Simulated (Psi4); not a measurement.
# GaCl (SMILES [Cl][Ga]) at HF/cc-pVTZ

Aim: the vertical singlet–triplet gap of GaCl at HF/cc-pVTZ, from 2 runs. 

The calculation is run with Psi4 1.11.

1 further run of the same task is left out (it didn't finish).

**1. The molecule**

GaCl: 2 atoms, total charge 0, spin state singlet. As SMILES, `[Cl][Ga]`. The coordinates come from a PBE0-D4/def2-TZVP relaxation.

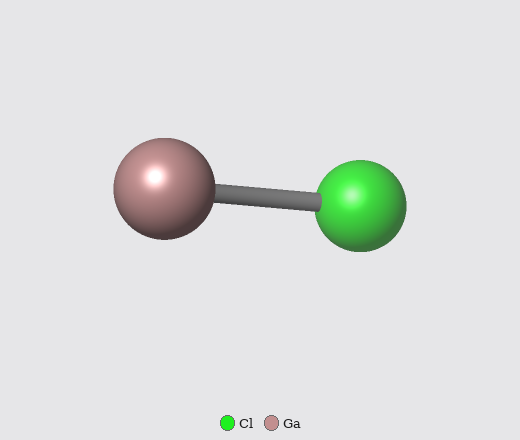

Viewed from a chosen angle; chlorine green, gallium pink.

**2. The energy at HF/cc-pVTZ**

Input file clga.xyz:

```xyz
2
ClGa
Cl     0.000000     0.000000    -0.023560
Ga     0.000000     0.000000     2.192160
```

Input file run.py:

```python
import numpy as np
from ase.calculators.psi4 import Psi4
from ase.io import read

atoms = read('clga.xyz')
calc = Psi4(atoms=atoms, method='hf', basis='cc-pVTZ', memory='1600MB', num_threads=1, charge=0, multiplicity=1, label='psi4-calc', reference='rhf')
calc.psi4.set_options({'puream': True, 'e_convergence': 1e-09, 'd_convergence': 1e-08, 'scf_type': 'pk'})
atoms.calc = calc

print(f'energy: {atoms.get_potential_energy():.6f} eV')
```

Command:

```bash
$ python run.py
```

psi4-calc.dat:

```text
[...]
  Running in c1 symmetry.
[...]
  Nuclear repulsion =  125.862649623187977
[...]
  Multiplicity = 1
[...]
  Nalpha       = 24
  Nbeta        = 24
[...]
    Number of basis functions: 77
[...]
   @RHF iter   1: -2381.92420646056416   -3.83202e+00   2.26209e-02 ADIIS/DIIS
[...]
   @RHF iter  11: -2382.87993872369316   -1.13687e-11   6.02736e-09 DIIS
[...]
    Orbital Energies [Eh]
    ---------------------
    Doubly Occupied:
       1A   -378.838766     2A   -104.797867     3A    -48.188474
       4A    -42.514420     5A    -42.514420     6A    -42.513444
       7A    -10.524261     8A     -7.990317     9A     -7.989656
      10A     -7.989656    11A     -6.417604    12A     -4.506923
      13A     -4.506923    14A     -4.503146    15A     -1.220364
      16A     -1.220153    17A     -1.220153    18A     -1.215673
      19A     -1.215673    20A     -1.045604    21A     -0.541211
      22A     -0.444263    23A     -0.444263    24A     -0.350954
[...]
  @RHF Final Energy: -2382.87993872369316
   => Energetics <=
    Nuclear Repulsion Energy =            125.8626496231879770
    One-Electron Energy =               -3572.0568006043163223
    Two-Electron Energy =                1063.3142122574352015
    Total Energy =                      -2382.8799387236931580
[...]
 Multipole Moments:
 ------------------------------------------------------------------------------------
     Multipole            Electronic (a.u.)      Nuclear  (a.u.)        Total (a.u.)
 ------------------------------------------------------------------------------------
 L = 1.  Multiply by 2.5417464519 to convert [e a0] to [Debye]
 Dipole X            :         -0.0000000            0.0000000           -0.0000000
 Dipole Y            :          0.0000000            0.0000000            0.0000000
 Dipole Z            :          4.4738909           -3.5344566            0.9394343
 Magnitude           :                                                    0.9394343
[...]
```

On the terminal:

```text
energy: -64841.465862 eV
```

Wall time 16 s (1 thread of Intel Xeon Platinum 8488C (Sapphire Rapids), shared host); peak memory 1.1 GiB.

**3. The triplet: energy and gradient at UHF/cc-pVTZ**

Input file input.in:

```
memory 1600 mb

molecule geom {
  0 3
  Cl     0.000000     0.000000    -0.023560
  Ga     0.000000     0.000000     2.192160
  units angstrom
  symmetry c1
}

set {
  reference     uhf
  puream        true
  e_convergence 1e-09
  d_convergence 1e-08
  scf_type      pk
  maxiter       100
}

result, w = gradient('scf/cc-pVTZ', return_wfn=True)
oeprop(w, 'LOWDIN_CHARGES', 'WIBERG_LOWDIN_INDICES', 'MULLIKEN_CHARGES')
```

Command:

```bash
$ psi4 input.in input.out -n 1
```

input.out, shortened:

```text
[...]
  Running in c1 symmetry.
[...]
  Nuclear repulsion =  125.862649623187977
[...]
  Multiplicity = 3
[...]
  Nalpha       = 25
  Nbeta        = 23
[...]
    Number of basis functions: 77
[...]
   @UHF iter   1: -2381.44951936985399   -3.35733e+00   2.41776e-02 DIIS/ADIIS
[...]
   @UHF iter  15: -2382.78278797402709   -3.63798e-12   4.82793e-09 DIIS
[...]
   @S^2 Observed:                2.007449610E+00
[...]
  @UHF Final Energy: -2382.78278797402709
   => Energetics <=
    Nuclear Repulsion Energy =            125.8626496231879770
    One-Electron Energy =               -3570.6563003901383127
    Two-Electron Energy =                1062.0108627929232625
    Total Energy =                      -2382.7827879740270873
  UHF NO Occupations:
  HONO-2 :   23  A 1.9975070
  HONO-1 :   24  A 1.0000000
[...]
 Multipole Moments:
 ------------------------------------------------------------------------------------
     Multipole            Electronic (a.u.)      Nuclear  (a.u.)        Total (a.u.)
 ------------------------------------------------------------------------------------
 L = 1.  Multiply by 2.5417464519 to convert [e a0] to [Debye]
 Dipole X            :         -0.0000000            0.0000000           -0.0000000
 Dipole Y            :         -0.0000000            0.0000000           -0.0000000
 Dipole Z            :          4.5098073           -3.5344566            0.9753507
 Magnitude           :                                                    0.9753507
[...]
  -Total Gradient:
     Atom            X                  Y                   Z
    ------   -----------------  -----------------  -----------------
       1       -0.000000000000    -0.000000000000    -0.012529114988
       2        0.000000000000     0.000000000000     0.012529114959
[...]
  Mulliken Charges: (a.u.)
   Center  Symbol    Alpha    Beta     Spin     Total
       1    CL     8.73681  8.57239  0.16442 -0.30920
       2    GA    16.26319 14.42761  1.83558  0.30920
   Total alpha = 25.00000, Total beta = 23.00000, Total charge = -0.00000
  Lowdin Charges: (a.u.)
   Center  Symbol    Alpha    Beta     Spin     Total
       1    CL     8.54959  8.37973  0.16986  0.07068
       2    GA    16.45041 14.62027  1.83014 -0.07068
  Total alpha = 25.00000, Total beta = 23.00000, Total charge = -0.00000
[...]
```

Run time: 75 s. Hardware: 1 thread of Intel Xeon Platinum 8488C (Sapphire Rapids), shared host; peak memory 1.1 GiB.

**4. Outcome**

At HF/cc-pVTZ:

```
                                        quantity           value
                           singlet: total energy  -2382.87994 Eh
                          singlet: dipole moment          2.39 D
                            singlet: HOMO energy        -9.55 eV
                            singlet: LUMO energy         0.88 eV
                          singlet: HOMO–LUMO gap        10.43 eV
                           triplet: total energy  -2382.78279 Eh
                          triplet: dipole moment          2.48 D
     triplet: HOMO energy (highest over α and β)        -6.78 eV
      triplet: LUMO energy (lowest over α and β)        -1.31 eV
                                   triplet: ⟨S²⟩           2.007
               triplet: largest force on an atom      0.644 eV/Å
vertical energy of the triplet above the singlet        2.644 eV
```

What this shows: At this shape the triplet lies 2.64 eV (61 kcal/mol) above the singlet.
